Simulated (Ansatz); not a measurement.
## Map of one atom of the cell for CsSnI3 (cubic perovskite)

Starting cell, CsSnI₃ (cubic perovskite):

```yaml
crystal:
  lattice:
    - [6.27122, 0.00000, 0.00000]
    - [0.00000, 6.27122, 0.00000]
    - [0.00000, 0.00000, 6.27122]
  atoms:
    - { symbol: Cs, position: [0.00000, 0.00000, 0.00000] }
    - { symbol: Sn, position: [0.50000, 0.50000, 0.50000] }
    - { symbol: I, position: [0.00000, 0.50000, 0.50000] }
    - { symbol: I, position: [0.50000, 0.50000, 0.00000] }
    - { symbol: I, position: [0.50000, 0.00000, 0.50000] }
```

In this cell atom 1 (Cs, nearest neighbour I at 4.434 Å; its periodic images, 6.3 Å or more away, move with it) is moved by u·(1.000, 0.000, 0.000) + v·(0.000, 1.000, 0.000); the rest is frozen.

All values below come from PBE (plane waves to 420 eV, PAW, scalar-relativistic; Ansatz, a quantum-chemistry and plane-wave program). k mesh 5×5×5 (Γ-centred), Fermi-Dirac smearing 0.05 eV. Energies are smeared free energies. Fu and Fv are the components of the force on the atom. CsSnI3 was relaxed with its symmetry unable to fall. Spin-orbit coupling is left out, though I is heavy. The PAW data are Ansatz's earlier set. This is a high-temperature form of CsSnI3. ΔE is measured from the undisplaced structure. Axes are in Å.

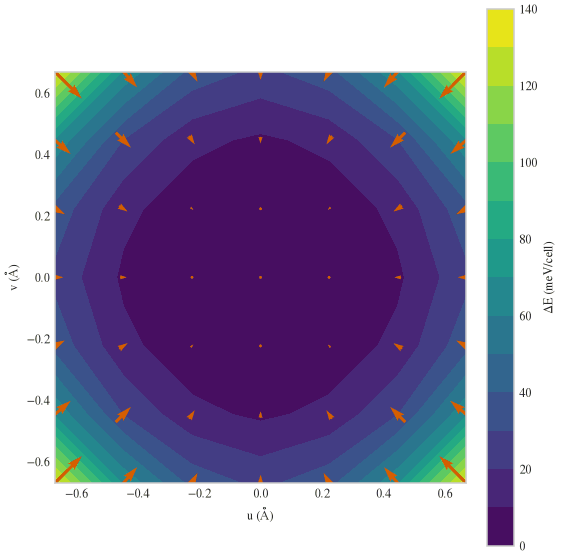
Figure. ΔE (meV/cell) over the plane, with arrows for the in-plane force on the moved atom.

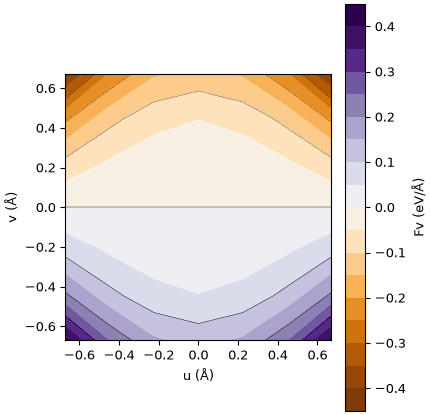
Figure: Fv (eV/Å) over the 7×7 grid of computed points.

Lowest place on the grid: u = 0.000 Å, v = 0.000 Å (0.0 meV/cell). Highest place on the grid, met at several equal points: u = -0.670 Å, v = -0.670 Å; u = 0.670 Å, v = -0.670 Å; u = -0.670 Å, v = 0.670 Å; u = 0.670 Å, v = 0.670 Å (135.9 meV/cell).

(A displaced cell: forces are minus the slopes of the energy, force constants its curvatures, and phonons follow from these.)
